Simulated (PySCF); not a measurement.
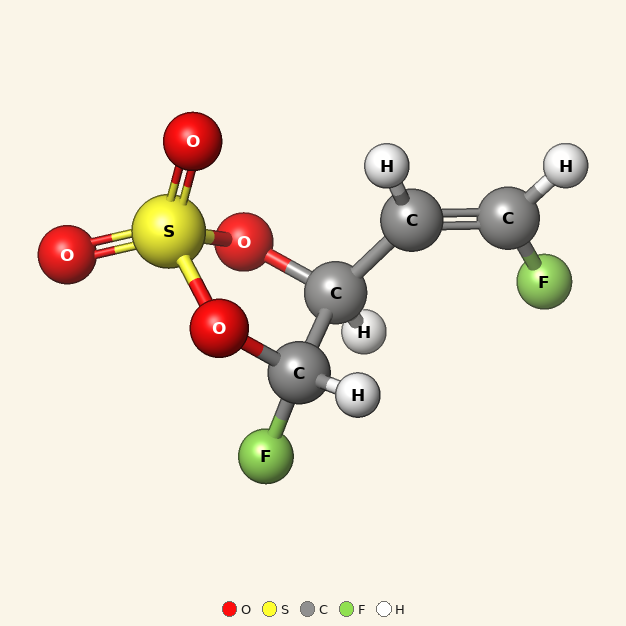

The picture shows a molecular structure as a ball-and-stick model.

Give the formula.

Answer. C₄H₄F₂O₄S, 15 atoms: 4 carbon, 4 hydrogen, 2 fluorine, 4 oxygen and 1 sulfur.

Write the SMILES.

Answer. O=S1(=O)O[C@@H](F)[C@H](/C=C\F)O1

Does it have rings?

Answer. Independent rings (smallest set): 1 of 5 members.

The parts below concern this one geometry. Atoms keep their numbers from picture to picture. The computed structure is the end point of a PBE0-D3(BJ)/def2-SVP optimisation. No frequency run is at hand to confirm it as a minimum.

**Symmetry**

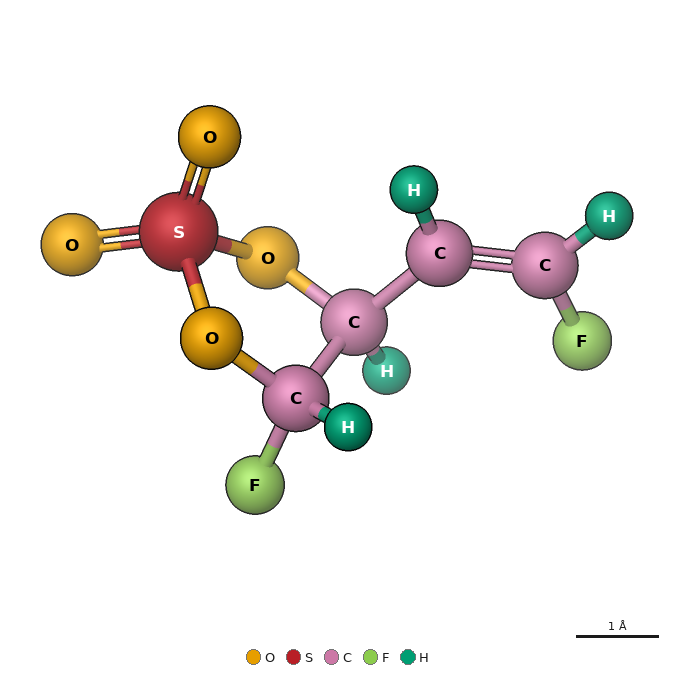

Atoms fade into the background with distance from the viewer. No frequency run is at hand to confirm it as a minimum. Masses are those of the most abundant isotopes; constants are for the rigid equilibrium geometry.

Classify the rotor and give the rotational constants (cm⁻¹).

Answer. An asymmetric top (C1): A = 0.0588, B = 0.0230, C = 0.0190 cm⁻¹. Ray's parameter κ is −0.80, nearer the prolate limit.

**Ring current**

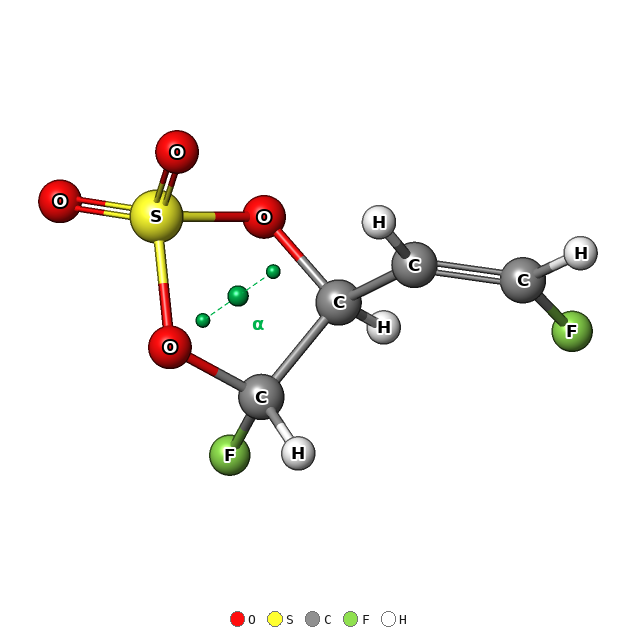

The small points mark where nucleus-independent chemical shifts (NICS) were computed: at the centre of each lettered ring and 1 Å above and below it. No frequency run is at hand to confirm it as a minimum. Level of theory: GIAO PBE0/pcSseg-1 NMR shielding, non-relativistic, IEF-PCM methanol (PySCF 2.14.0).

Give NICS(0), NICS(1) and the out-of-plane component NICS(1)zz for each ring (means of the two sides).

| ring | members | NICS(0) | NICS(1) | NICS(1)zz |
| --- | --- | --- | --- | --- |
| α | C2O2S | −8.6 | −3.0 | −5.3 |

Values in ppm.

What do the values say about the ring currents?

Answer. Ring α: weak, as in a non-aromatic ring. NICS is one index among several.

**Electronic properties**

No frequency run is at hand to confirm it as a minimum. Level of theory: PBE0/pcSseg-1 in methanol (IEF-PCM) (PySCF 2.14.0).

Estimate the LUMO energy (Kohn–Sham orbital).

Answer. −0.37 eV.

What is the dipole moment?

Answer. 6.03 D.

What is the HOMO energy (Kohn–Sham orbital)?

Answer. −8.01 eV.

**NMR shielding**

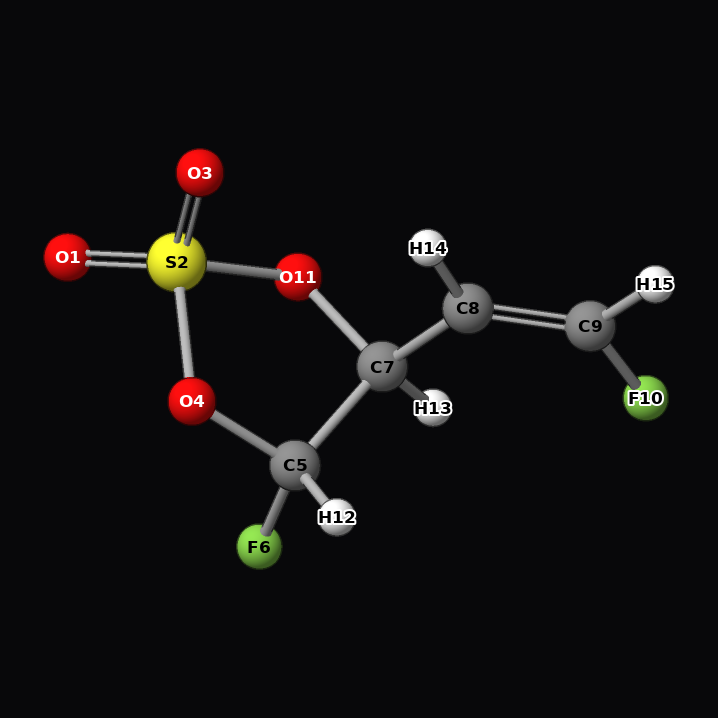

The questions are on isotropic NMR shieldings of the H atoms. No frequency run is at hand to confirm it as a minimum. Method: GIAO PBE0/pcSseg-1 NMR shielding, non-relativistic, IEF-PCM methanol (PySCF 2.14.0).

Which H atom is the most shielded (lowest chemical shift)?

Answer. H14 (25.73 ppm).

Which H atom is the least shielded (highest chemical shift)?

Answer. H15 (24.07 ppm).

How wide is the range of H shifts?

Answer. 1.66 ppm.

List the isotropic NMR shieldings of the H atoms.

| atom | σ (ppm) |
| --- | --- |
| H12 | 25.19 |
| H13 | 25.48 |
| H14 | 25.73 |
| H15 | 24.07 |
